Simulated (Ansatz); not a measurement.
Run report: AlHCl$_{2}$F, nudged elastic band

System: AlHCl$_{2}$F, multiplicity 2.
Method: UKS PBE-D4/def2-SVP (Ansatz 0.2.0).

It belongs to a series of runs on one base structure; here: band between the two ends. Figures and captions count atoms from 1; the log counts them from 0 in places.

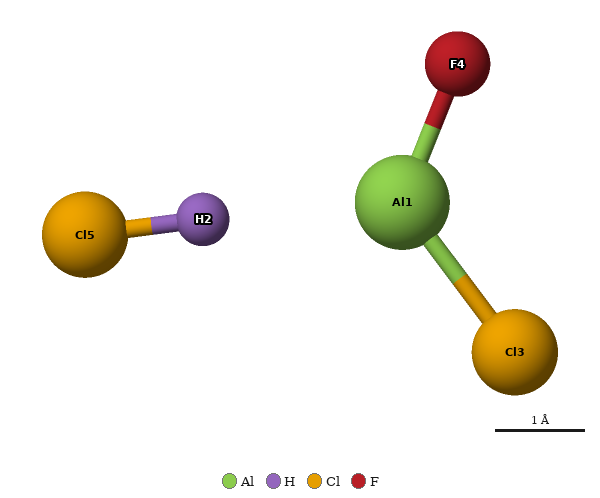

The input geometry (ball-and-stick view, seen on its broad side; atoms are numbered from 1 in the order of the input). Sticks mark near contacts. Bond lengths as drawn: Al–Cl 2.11 Å, Al–F 1.68 Å and Cl–H 1.34 Å.

### Summary

| quantity | value |
| --- | --- |
| outcome | converged |
| barrier, forward | 0.000 eV |
| barrier, backward | 0.002 eV |
| hardware | 2 threads of Arm Neoverse V1, 24 GiB of memory available, shared host |
| wall time | 1.7 min (CPU time 3.2 min) |
| peak memory | 0.15 GiB |

### Remarks

The order of the saddle point was not checked.

### The input
```yaml
crystal:
  periodic: [false, false, false]
  atoms:
    - { symbol: Al, position_ang: [0.051249, 0.0, -0.132015] }
    - { symbol: H, position_ang: [-0.026334, 0.0, 2.126906] }
    - { symbol: Cl, position_ang: [1.876929, 0.0, -1.194846] }
    - { symbol: F, position_ang: [-1.420222, 0.0, -0.934736] }
    - { symbol: Cl, position_ang: [-0.01392, 0.0, 3.464691] }
magnetization:
  spin_polarized: true
  initial_magnetization: 1
basis:
  gaussian: { orbitals: def2-SVP }
hamiltonian:
  xc: pbe
  dispersion: d4
neb:
  order_check: false
  images: 5
  f_tol: 0.05
  max_iterations: 60
  final_atoms:
    - { symbol: Al, position_ang: [-0.06011059, 0.0, -0.13461976] }
    - { symbol: H, position_ang: [-0.20203049, 0.0, 2.14931601] }
    - { symbol: Cl, position_ang: [1.87734581, 0.0, -0.97185] }
    - { symbol: F, position_ang: [-1.42703535, 0.0, -1.10710348] }
    - { symbol: Cl, position_ang: [0.27953262, 0.0, 3.39425723] }
  initial_path:
    images:
      - { positions_ang: [[0.051249, 0.0, -0.132015], [-0.026334, 0.0, 2.126906], [1.876929, 0.0, -1.194846], [-1.420222, 0.0, -0.934736], [-0.01392, 0.0, 3.464691]] }
      - { positions_ang: [[0.03467591, 0.0, -0.088081], [-0.0184313, 0.0, 2.02119807], [1.89638087, 0.0, -1.16682272], [-1.43349011, 0.0, -0.90601429], [-0.01143337, 0.0, 3.46971994]] }
      - { positions_ang: [[0.01810283, 0.0, -0.044147], [-0.0105286, 0.0, 1.91549015], [1.91583274, 0.0, -1.13879944], [-1.44675823, 0.0, -0.87729259], [-0.00894674, 0.0, 3.47474888]] }
      - { positions_ang: [[0.00152974, 0.0, -0.00021301], [-0.0026259, 0.0, 1.80978222], [1.93528461, 0.0, -1.11077616], [-1.46002634, 0.0, -0.84857088], [-0.00646011, 0.0, 3.47977782]] }
      - { positions_ang: [[-0.01901704, 0.0, -0.04501526], [-0.0690941, 0.0, 1.92296015], [1.91597168, 0.0, -1.06446744], [-1.44902934, 0.0, -0.93474841], [0.0888708, 0.0, 3.45127096]] }
      - { positions_ang: [[-0.03956382, 0.0, -0.08981751], [-0.13556229, 0.0, 2.03613808], [1.89665874, 0.0, -1.01815872], [-1.43803235, 0.0, -1.02092595], [0.18420171, 0.0, 3.4227641]] }
      - { positions_ang: [[-0.06011059, 0.0, -0.13461976], [-0.20203049, 0.0, 2.14931601], [1.87734581, 0.0, -0.97185], [-1.42703535, 0.0, -1.10710348], [0.27953262, 0.0, 3.39425723]] }
```

Command:
```bash
ansatz run input.yaml --threads 2 --pin off --max-ram 3072MiB --backend cpu --events-out ev --progress --plain --runs-dir out
```

### What the program printed
```
Engine: ansatz 0.2.0, aarch64-unknown-linux-gnu
Functional definition: PBE
  parameter kappa = 0.804
  parameter beta = 0.06672455060314922
  exchange = pbe_x(kappa = kappa, mu = beta*pi^2/3)
  correlation = pbe_c(beta = beta)
789 factors; their error is unknown
mean field evaluation 1: about -34346.4710 eV, gradient 2.8e1 eV
mean field evaluation 2: about -34312.2527 eV, gradient 1.0e2 eV
mean field evaluation 4: about -34349.1532 eV, gradient 6.1e0 eV
mean field evaluation 8: about -34349.2973 eV, gradient 4.7e-2 eV
mean field evaluation 16: about -34349.2973 eV, gradient 1.8e-5 eV
mean field -34349.29727415 eV, -1262.3133920351 hartree, gradient 1.8e-5 eV, S^2 0.751600; 0 other end points of the search recorded, 0 dependent functions left out
the calculation of the forces begins
reference -34349.29731167 eV, -1262.3133934140 hartree; 29, 28 occupied and 44, 45 virtual orbitals, 789 factors
789 factors; their error is unknown
mean field evaluation 32: about -34349.2968 eV, gradient 2.1e-5 eV
mean field -34349.29677746 eV, -1262.3133737821 hartree, gradient 2.1e-5 eV, S^2 0.751605; 0 other end points of the search recorded, 0 dependent functions left out
[... from here on the field's lines of each further geometry are left out, up to the last ...]
NEB iter   1: max|band force component| = 1.550e0 eV/Å  barrier→ = 0.4215 eV  barrier← = 0.4239 eV  Δτ_max = 0.1733 Å  (505 SCF iters)
NEB iter   2: max|band force component| = 1.637e0 eV/Å  barrier→ = 0.1965 eV  barrier← = 0.1988 eV  Δτ_max = 0.0869 Å  (152 SCF iters)
NEB iter   3: max|band force component| = 1.034e0 eV/Å  barrier→ = 0.1185 eV  barrier← = 0.1209 eV  Δτ_max = 0.0872 Å  (151 SCF iters)
NEB iter   4: max|band force component| = 6.009e-1 eV/Å  barrier→ = 0.0591 eV  barrier← = 0.0615 eV  Δτ_max = 0.0817 Å  (150 SCF iters)
NEB iter   5: max|band force component| = 2.727e-1 eV/Å  barrier→ = 0.0231 eV  barrier← = 0.0255 eV  CI = image 3  Δτ_max = 0.0529 Å  (146 SCF iters)
NEB iter   6: max|band force component| = 2.989e-1 eV/Å  barrier→ = 0.0138 eV  barrier← = 0.0162 eV  CI = image 3  Δτ_max = 0.1229 Å  (138 SCF iters)
NEB iter   7: max|band force component| = 2.932e-1 eV/Å  barrier→ = 0.0059 eV  barrier← = 0.0083 eV  CI = image 3  Δτ_max = 0.0488 Å  (145 SCF iters)
NEB iter   8: max|band force component| = 2.107e-1 eV/Å  barrier→ = -0.0003 eV  barrier← = 0.0020 eV  CI = image 1  Δτ_max = 0.0580 Å  (135 SCF iters)
NEB iter   9: max|band force component| = 2.232e-1 eV/Å  barrier→ = 0.0010 eV  barrier← = 0.0033 eV  CI = image 3  Δτ_max = 0.1061 Å  (136 SCF iters)
NEB iter  10: max|band force component| = 1.545e-1 eV/Å  barrier→ = -0.0004 eV  barrier← = 0.0020 eV  CI = image 1  Δτ_max = 0.1069 Å  (135 SCF iters)
the calculation of the forces begins
reference -34349.29728275 eV, -1262.3133923513 hartree; 29, 28 occupied and 44, 45 virtual orbitals, 789 factors
789 factors; their error is unknown
mean field evaluation 640: about -34349.2972 eV, gradient 6.8e-5 eV
mean field -34349.29723499 eV, -1262.3133905961 hartree, gradient 5.8e-5 eV, S^2 0.751596; 1 other end points of the search recorded, 0 dependent functions left out
the calculation of the forces begins
reference -34349.29727244 eV, -1262.3133919724 hartree; 29, 28 occupied and 44, 45 virtual orbitals, 789 factors
NEB iter  11: max|band force component| = 1.018e-2 eV/Å  barrier→ = -0.0001 eV  barrier← = 0.0022 eV  CI = image 1  Δτ_max = 0.0000 Å  (289 SCF iters)
```

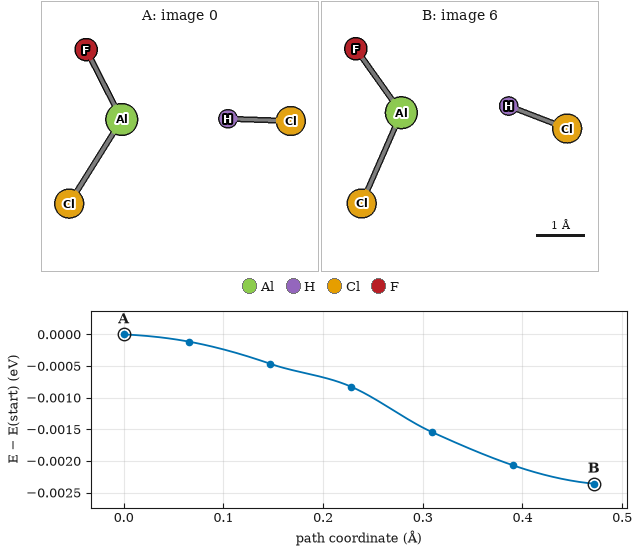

Images of the last band (counted from 0; ball-and-stick, seen on its broad side) above the energy along the path; the line is a cubic interpolation that uses the forces. No image lies above both ends; the end is 0.002 eV below the start. The path is 0.47 Å long. The band converged in 11 iterations.

```
Total energy: -34349.40166035 eV, -1262.3172281570 hartree
Atom 0 at     0.036602     0.000000    -0.133852 Å, force     0.006753     0.000000     0.003504 eV/Å
Atom 1 at    -0.053833    -0.000000     2.129560 Å, force    -0.000387    -0.000000     0.008812 eV/Å
Atom 2 at     1.877587     0.000000    -1.167955 Å, force    -0.000391    -0.000000     0.001600 eV/Å
Atom 3 at    -1.421225     0.000000    -0.962123 Å, force    -0.007169    -0.000000    -0.005172 eV/Å
Atom 4 at     0.028570     0.000000     3.464370 Å, force     0.001193     0.000000    -0.008745 eV/Å
Dipole moment:     0.057466    -0.000000    -0.105599 e Å
this run last wrote the band of iteration 11 to [file]
```

### The last band as extended XYZ (Å, eV, eV/Å)
```
5
Properties=species:S:1:pos:R:3:forces:R:3 image=0 energy=-34349.40151
Al    0.0512    0.0000   -0.1320    0.0278   0.0000   0.0049
H    -0.0263    0.0000    2.1269    0.0009   0.0000   0.0110
Cl    1.8769    0.0000   -1.1948   -0.0137   0.0000   0.0049
F    -1.4202    0.0000   -0.9347   -0.0145   0.0000  -0.0123
Cl   -0.0139    0.0000    3.4647   -0.0004   0.0000  -0.0085
5
Properties=species:S:1:pos:R:3:forces:R:3 image=1 energy=-34349.40162
Al    0.0366    0.0000   -0.1339    0.0068   0.0000   0.0035
H    -0.0538    0.0000    2.1296   -0.0004   0.0000   0.0088
Cl    1.8776    0.0000   -1.1680   -0.0004   0.0000   0.0016
F    -1.4212    0.0000   -0.9621   -0.0072   0.0000  -0.0052
Cl    0.0286    0.0000    3.4644    0.0012   0.0000  -0.0087
5
Properties=species:S:1:pos:R:3:forces:R:3 image=2 energy=-34349.40197
Al    0.0180    0.0000   -0.1351   -0.0001   0.0000   0.0046
H    -0.0880    0.0000    2.1325   -0.0015   0.0000  -0.0005
Cl    1.8782    0.0000   -1.1335    0.0046   0.0000   0.0012
F    -1.4235    0.0000   -0.9919   -0.0064   0.0000  -0.0053
Cl    0.0830    0.0000    3.4580    0.0035   0.0000  -0.0001
5
Properties=species:S:1:pos:R:3:forces:R:3 image=3 energy=-34349.40233
Al    0.0011    0.0000   -0.1290   -0.0094   0.0000  -0.0030
H    -0.1197    0.0000    2.1216    0.0006   0.0000   0.0098
Cl    1.8807    0.0000   -1.0901   -0.0020   0.0000  -0.0002
F    -1.4273    0.0000   -1.0083    0.0072   0.0000  -0.0079
Cl    0.1330    0.0000    3.4358    0.0036   0.0000   0.0013
5
Properties=species:S:1:pos:R:3:forces:R:3 image=4 energy=-34349.40305
Al   -0.0200    0.0000   -0.1342    0.0028   0.0000  -0.0004
H    -0.1471    0.0000    2.1369   -0.0031   0.0000   0.0003
Cl    1.8799    0.0000   -1.0553   -0.0013   0.0000   0.0044
F    -1.4254    0.0000   -1.0496   -0.0032   0.0000  -0.0042
Cl    0.1802    0.0000    3.4322    0.0048   0.0000   0.0000
5
Properties=species:S:1:pos:R:3:forces:R:3 image=5 energy=-34349.40358
Al   -0.0399    0.0000   -0.1343   -0.0006   0.0000   0.0004
H    -0.1759    0.0000    2.1430   -0.0018   0.0000   0.0009
Cl    1.8793    0.0000   -1.0142   -0.0002   0.0000   0.0027
F    -1.4255    0.0000   -1.0799   -0.0006   0.0000  -0.0025
Cl    0.2298    0.0000    3.4154    0.0032   0.0000  -0.0016
5
Properties=species:S:1:pos:R:3:forces:R:3 image=6 energy=-34349.40387
Al   -0.0601    0.0000   -0.1346   -0.0070   0.0000   0.0136
H    -0.2020    0.0000    2.1493    0.0004   0.0000   0.0001
Cl    1.8773    0.0000   -0.9718    0.0072   0.0000  -0.0058
F    -1.4270    0.0000   -1.1071   -0.0014   0.0000  -0.0076
Cl    0.2795    0.0000    3.3943    0.0008   0.0000  -0.0003
```
